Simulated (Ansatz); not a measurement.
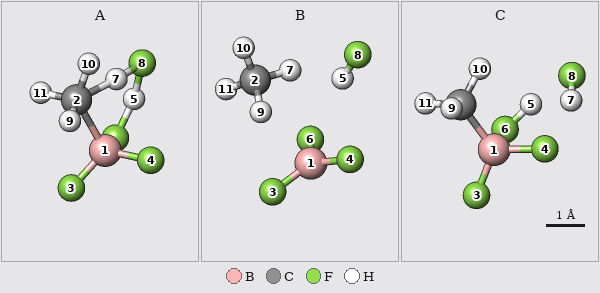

3 geometries from a converged minimum-energy path of CH5BF4, shuffled. The picture is a ball-and-stick view, seen at a tilt.

The calculation used RKS r2SCAN/6-31G* in Ansatz 0.2.0. Settings: 5 movable images; climbing image; force threshold 0.03 eV/Å; iteration limit 60; starting path through a guess of the saddle point.

### One of them is the converged climbing image. Which?

A. In order along the path, whose images run from 0 to 6: C (image 0, 0.00 eV), A (image 3, +0.90 eV), B (image 5, −1.08 eV). Breaking: B1–C2 (1.56 → 1.73 at the top → 3.16 Å), H5–F6 (0.97 → 1.16 at the top → 1.87 Å), H7–F8 (0.96 → 1.16 at the top → 2.30 Å). Forming: B1–F6 (1.99 → 1.56 at the top → 1.34 Å), C2–H7 (3.05 → 1.41 at the top → 1.09 Å), H5–F8 (1.54 → 1.14 at the top → 0.94 Å).

Cost: 3 min on 2 threads of Intel(R) Xeon(R) Platinum 8488C (Sapphire Rapids), on a shared host, peak memory 0.18 GiB.
